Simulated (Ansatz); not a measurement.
**ClFHIn (SMILES [F][InH][Cl]): one structure at several levels**

Aim: energy, forces and dipole at a structure displaced at random from a GFN2-xTB minimum, from CCSD(T) and from density functionals.

Method: single points in def2-TZVPP; program: Ansatz 0.2.0, Gaussian basis.

Correlated methods freeze the cores. Filled d shells of the heavier atoms are correlated. Core potentials replace the inner electrons past krypton, and spin-orbit coupling is left out.

**1. Starting geometry**

SMILES `[F][InH][Cl]`, 4 atoms, charge 0, spin multiplicity 1.

Atoms are counted from 1 here; the program's logs count them from 0.

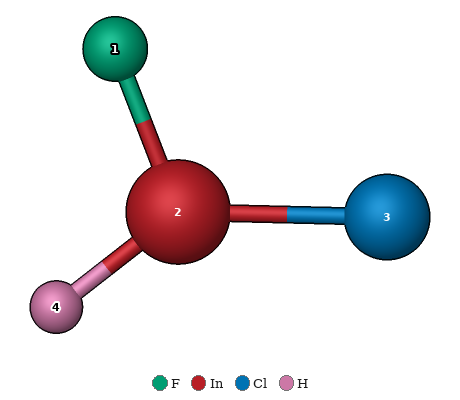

Start geometry, drawn with fluorine teal, indium red, chlorine blue, hydrogen pink; atoms are numbered from 1 in the order of the file.

Coordinates:

```mol
ClFHIn
  3D, bonds by distance, orders not assigned

  4  3  0  0  0  0  0  0  0  0999 V2000
   -1.5529   -0.0310    0.8984 F   0  0
    0.0887    0.1164   -0.1530 In  0  0
    1.6730   -1.4864    0.4482 Cl  0  0
   -0.1361    1.4230   -1.2622 H   0  0
  1  2  8  0
  2  3  8  0
  2  4  8  0
M  END
```

**2. CCSD(T)/def2-TZVPP**

run/in.yaml

```yaml
crystal:
  periodic: [false, false, false]
  atoms:
    - {symbol: F, position_ang: [-1.552900, -0.031000, 0.898400]}
    - {symbol: In, position_ang: [0.088700, 0.116400, -0.153000]}
    - {symbol: Cl, position_ang: [1.673000, -1.486400, 0.448200]}
    - {symbol: H, position_ang: [-0.136100, 1.423000, -1.262200]}
basis:
  gaussian: {orbitals: def2-TZVPP}
correlation: {method: ccsd_t}
output: {forces: true}
```

Run with:

```sh
ansatz run in.yaml --threads 4 --pin off --events-out ev --progress --plain --max-ram 5222MiB
```

**3. PBE0-D4/def2-TZVPP**

Edit run/in.yaml of step 2 so:

```diff
@@ -9,3 +9,3 @@
   gaussian: {orbitals: def2-TZVPP}
-correlation: {method: ccsd_t}
-output: {forces: true}
+hamiltonian: {xc: pbe0, dispersion: d4}
+output: {forces: true, orbitals: {seedname: orbitals}}
```

**4. wB97M-V/def2-TZVPP**

Edit run/in.yaml of step 3 so:

```diff
@@ -9,3 +9,3 @@
   gaussian: {orbitals: def2-TZVPP}
-hamiltonian: {xc: pbe0, dispersion: d4}
-output: {forces: true, orbitals: {seedname: orbitals}}
+hamiltonian: {xc: {name: wB97M-V}}
+output: {forces: true}
```

**5. r2SCAN-D4/def2-TZVPP**

Edit run/in.yaml of step 4 so:

```diff
@@ -9,3 +9,3 @@
   gaussian: {orbitals: def2-TZVPP}
-hamiltonian: {xc: {name: wB97M-V}}
+hamiltonian: {xc: r2scan, dispersion: d4}
 output: {forces: true}
```

**6. PBE-D4/def2-TZVPP**

Edit run/in.yaml of step 5 so:

```diff
@@ -9,3 +9,3 @@
   gaussian: {orbitals: def2-TZVPP}
-hamiltonian: {xc: r2scan, dispersion: d4}
+hamiltonian: {xc: pbe, dispersion: d4}
 output: {forces: true}
```

**7. r2SCAN0-D4/def2-TZVPP**

Edit run/in.yaml of step 6 so:

```diff
@@ -9,3 +9,3 @@
   gaussian: {orbitals: def2-TZVPP}
-hamiltonian: {xc: pbe, dispersion: d4}
+hamiltonian: {xc: {name: r2SCAN0}, dispersion: d4}
 output: {forces: true}
```

**8. LC-wPBE/def2-TZVPP**

Edit run/in.yaml of step 7 so:

```diff
@@ -9,3 +9,3 @@
   gaussian: {orbitals: def2-TZVPP}
-hamiltonian: {xc: {name: r2SCAN0}, dispersion: d4}
+hamiltonian: {xc: {name: LC-wPBE}}
 output: {forces: true}
```

(Steps that only read results are left out.)

What does the calculation give? Wanted: energy less free atoms, CCSD(T)/def2-TZVPP; RMS force component; RMS force error; HOMO and LUMO, PBE0-D4; T1 diagnostic.

The runs gave:

```
                                  quantity                                                                                              value
energy less free atoms, CCSD(T)/def2-TZVPP                                                                                         -10.075 eV
                       RMS force component                                                               0.217 to 0.367 eV/Å over the methods
                           RMS force error  PBE0-D4 0.033, wB97M-V 0.051, r2SCAN-D4 0.064, PBE-D4 0.243, r2SCAN0-D4 0.075, LC-wPBE 0.121 eV/Å
                    HOMO and LUMO, PBE0-D4                                                                                 -9.18 and -2.12 eV
                             T1 diagnostic                                                                                              0.016
```

Against CCSD(T) the functionals' energies less atoms differ by -0.400 to -0.005 eV, PBE-D4 by -0.400 eV. CCSD(T) in triple zeta still lacks some correlation energy of the bonds, so part of these gaps is its own basis error and they don't rank the functionals. The forces of PBE0-D4 come nearest to CCSD(T), those of PBE-D4 are farthest. Frozen-core CCSD(T) forces in triple zeta carry basis errors of their own, and this is one geometry, so small gaps rank nothing.
